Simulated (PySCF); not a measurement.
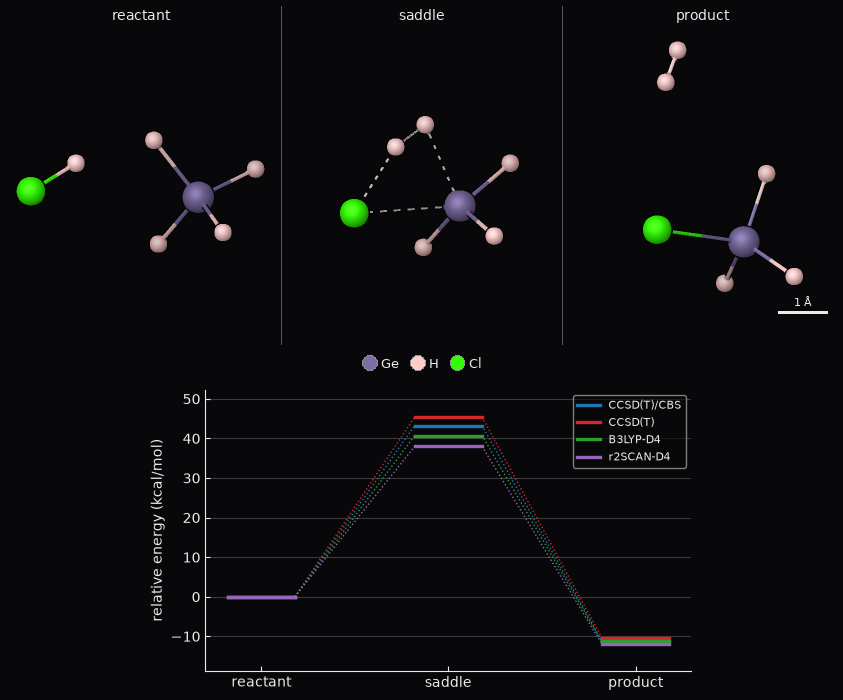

A reaction step of GeH5Cl, with its energy diagram. Style: ball-and-stick. Shown at a tilt. Dashed sticks mark bonds that form or break.

Stationary points at PBE0-D4/def2-TZVP, single-point energies with CCSD(T)/CBS, CCSD(T), B3LYP-D4, r2SCAN-D4 (def2-TZVPP where no basis is named; PySCF 2.14.0). The energies are electronic, without zero-point or thermal terms, and both ends are the minima reached downhill from the saddle, with any fragments still in contact. CCSD(T)/CBS stands for a frozen-core estimate: MP2 correlation extrapolated from def2-TZVPP and def2-QZVPP, CCSD(T) minus MP2 from the smaller set.

What happens, and what does it cost?

Answer. Counted by bonded pieces, the reactant holds GeH₄ + HCl and the product holds GeH₃Cl + H₂. From the reactant over the saddle to the product, bonds form: Cl–Ge (4.13 → 2.62 → 2.16 Å), H–H (2.04 → 0.89 → 0.75 Å). Bonds break: Ge–H (1.54 → 1.83 → 4.17 Å), Cl–H (1.28 → 1.76 → 3.09 Å). The saddle has one imaginary mode, 961i cm⁻¹. With CCSD(T)/CBS the barrier is 43.3 kcal/mol from the reactant and 54.5 kcal/mol from the product, and the product lies 11.2 kcal/mol below the reactant.

```tsv
level	barrier from the reactant (kcal/mol)	barrier from the product (kcal/mol)	the product less the reactant (kcal/mol)
CCSD(T)/CBS	43.3	54.5	−11.2
CCSD(T)	45.4	55.8	−10.3
B3LYP-D4	40.7	52.0	−11.3
r2SCAN-D4	38.0	49.9	−11.9
```

Against CCSD(T)/CBS, CCSD(T) comes closest on the barrier from the reactant (+2.2 kcal/mol) and r2SCAN-D4 misses most (−5.3 kcal/mol).
